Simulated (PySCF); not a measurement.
Excited-state calculation, with input and output: C$_{2}$H$_{3}$AlO$_{2}$

- system: C$_{2}$H$_{3}$AlO$_{2}$, SMILES C#[C][Al]([OH])[OH]
- method: TDDFT CAM-B3LYP/def2-SVPD, vertical, gas phase, core orbitals frozen in the response (PySCF 2.14.0)

The geometry comes from this level: PBE0-D3(BJ)/def2-SVP.

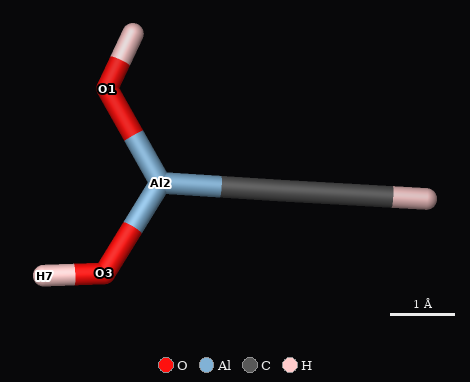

*The structure as given in the input (stick view, seen on its broad side; atoms are numbered from 1 in the order of the input). Sticks mark near contacts.*

## The input
```
{"job": {"kind": "uv", "xc": "CAM-B3LYP", "basis": "def2-SVPD", "nstates": 6, "ntriplets": 2, "ip": true}, "charge": 0, "multiplicity": 1}
O      0.549720     1.980270     0.080821
Al     0.486694     0.327355    -0.299099
O      1.618374    -0.309321    -1.384117
C     -0.812486    -0.842254     0.446393
C     -1.656411    -1.584617     0.921284
H     -0.052338     2.438194     0.668731
H      2.311137     0.203455    -1.803058
H     -2.398333    -2.241214     1.341249
```

The first line tells a small driver script what to run in PySCF; the rest is the geometry in Å.

Machine: 1 CPU thread, shared host.

Launched with:
```bash
OMP_NUM_THREADS=1 python <driver script> task.json out
```

## What the program printed
```
coarse grid: 7832 points
cycle   1  E = -470.3521049735  dE =  4.073e-01  |g| = 1.008e+00  |ddm| = 6.047e+00
cycle   2  E = -470.1824835096  dE =  1.696e-01  |g| = 1.406e+00  |ddm| = 3.330e+00
cycle   3  E = -470.5537043357  dE = -3.712e-01  |g| = 7.226e-02  |ddm| = 1.752e+00
cycle   4  E = -470.5549123164  dE = -1.208e-03  |g| = 2.605e-02  |ddm| = 1.918e-01
cycle   5  E = -470.5551006182  dE = -1.883e-04  |g| = 8.120e-03  |ddm| = 6.324e-02
cycle   6  E = -470.5551114506  dE = -1.083e-05  |g| = 5.326e-03  |ddm| = 2.061e-02
cycle   7  E = -470.5551187716  dE = -7.321e-06  |g| = 5.141e-04  |ddm| = 6.961e-03
final grid: 72840 points
cycle   8  E = -470.6417356537  dE = -1.988e-05  |g| = 1.574e-03  |ddm| = 4.477e-02
cycle   9  E = -470.6417357533  dE = -9.962e-08  |g| = 1.629e-03  |ddm| = 6.005e-03
cycle  10  E = -470.6417363602  dE = -6.068e-07  |g| = 4.508e-04  |ddm| = 2.254e-03
cycle  11  E = -470.6417364045  dE = -4.430e-08  |g| = 1.625e-04  |ddm| = 8.620e-04
cycle  12  E = -470.6417364118  dE = -7.320e-09  |g| = 5.387e-05  |ddm| = 2.944e-04
cycle  13  E = -470.6417364125  dE = -6.527e-10  |g| = 1.259e-05  |ddm| = 6.582e-05
```

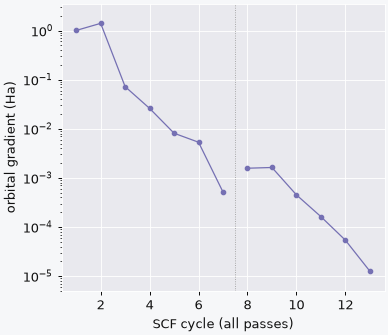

*Convergence of the self-consistent field: orbital gradient against the SCF cycle. The dotted line marks the change from a coarse to the final integration grid.*

The first 7 cycles use a coarse grid, the final grid takes over at cycle 8, and the field converges after 13 cycles in all.

```
converged SCF energy = -470.6417364125

Static polarisability (au): isotropic 51.529, principal 40.054 46.371 68.160

Singlet excitations
state   eV       nm        f      main configurations
  1   5.6118    220.9   0.00000   H->L+1 0.89
  2   6.0331    205.5   0.00862   H-1->L+1 0.57, H->L+2 0.31
  3   6.2521    198.3   0.00002   H-1->L+2 0.75, H-1->L+4 0.14
  4   7.1769    172.8   0.02854   H->L 0.90
  5   7.1999    172.2   0.00430   H-1->L 0.88
  6   7.3751    168.1   0.00009   H-2->L 0.87

Triplet excitations (Tamm-Dancoff, eV): 4.7282 5.1325
Vertical ionisation energy (delta-SCF) = 10.8603 eV
```

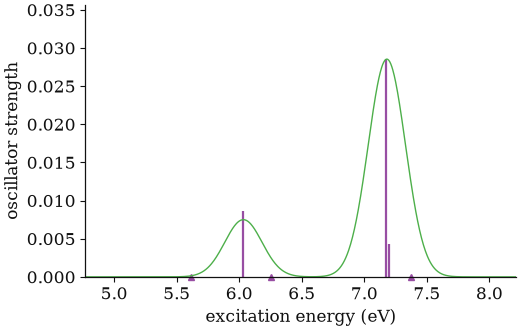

*Computed excitations as sticks (degenerate states added up, dark ones marked on the axis), with a Gaussian envelope of 0.35 eV full width at half maximum, scaled to the tallest.*

Of the 6 states the lowest lies at 5.61 eV (f = 0.000); the strongest line is at 7.18 eV, or 173 nm (f = 0.029).

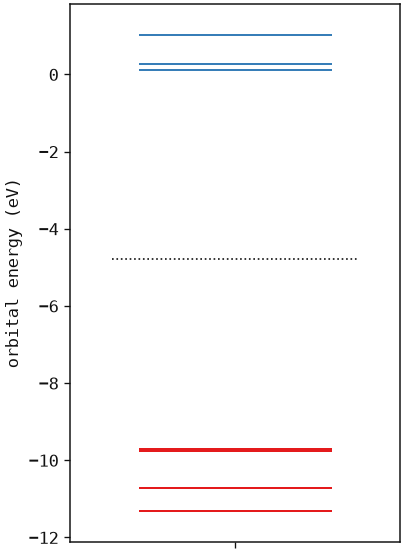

*Orbital energies near the frontier; the dotted line parts filled from empty levels, and levels within 0.02 eV of each other stand side by side.*

Highest filled −9.70 eV, lowest empty 0.13 eV, 9.83 eV apart.

## Summary

| quantity | value |
| --- | --- |
| outcome | converged |
| total energy | −470.641736 hartree |
| HOMO | −9.70 eV |
| LUMO | 0.13 eV |
| dipole moment | 1.38 D |
| mean polarisability | 51.53 a.u. |
| vertical ionisation energy | 10.86 eV |
| lowest singlet excitation | 5.61 eV |
| wall time | 51 s |
| peak memory | 0.6 GiB |
